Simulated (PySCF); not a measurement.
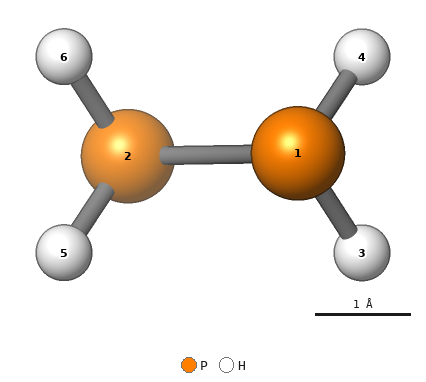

*The structure (ball-and-stick view, seen on its broad side; atoms are numbered from 1 in the order of the input).*

Bond lengths as drawn: H–P 1.43 Å and P–P 2.24 Å.

**Frequency calculation, with input and output: P2H4**

- system: P2H4
- method: PBE0/pcSseg-1 displacements along normal modes, gas phase (PySCF 2.14.0)

The input sets isotopic masses.

### The program's output
```
mode    cm-1    km/mol   phi_rrr   E(+)/cm-1  E(-)/cm-1
  1    104.64    12.96      15.5      57.12      55.98
  2    449.69     0.00     122.2      85.47      76.67
  3    634.05    16.48      -0.0     114.96     114.96
  4    647.64     8.43       0.0     117.49     117.49
  5    875.03     0.00     -35.2     156.56     159.09
  6    924.82     0.00       1.6     166.40     166.99
  7   1102.77     0.00      38.9     199.85     197.05
  8   1107.18    17.21       0.0     199.24     199.24
  9   2405.43     0.00    -704.5     408.59     459.28
 10   2412.35    86.14      -0.4     435.12     435.14
 11   2417.34     0.00     -21.1     435.14     436.99
 12   2430.00   111.99      -1.9     438.24     438.37
```

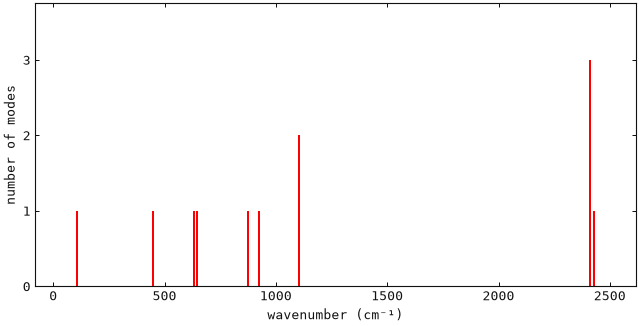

*Harmonic vibrational wavenumbers from the force constants; neighbouring modes closer than 11 cm⁻¹ are counted in one stick.*

12 modes from 105 to 2430 cm⁻¹, none imaginary.

This output came from the following input.

### The input
```
{"job": {"xc": "PBE0", "basis": "pcSseg-1", "grid": 2, "temperatures": [250, 700], "kind": "vib", "mass_numbers": [31, 31, 1, 1, 1, 1]}, "charge": 0, "multiplicity": 1}
P     -0.958877     0.040726    -0.592250
P      0.963040    -0.038080     0.563483
H     -1.543710    -1.058041     0.105604
H     -1.562319     0.998362     0.276739
H      1.566490    -0.995704    -0.305514
H      1.547865     1.060698    -0.134360
```

The first line tells a small driver script what to run in PySCF; the rest is the geometry in Å.

Launch command:
```bash
OMP_NUM_THREADS=1 python <driver script> task.json out
```

### Key numbers

```csv
quantity,value
outcome,converged
"wavenumbers, lowest and highest",105 and 2430 cm⁻¹
hardware,"1 CPU thread, shared host"
wall time,42 s
peak memory,0.38 GiB
```
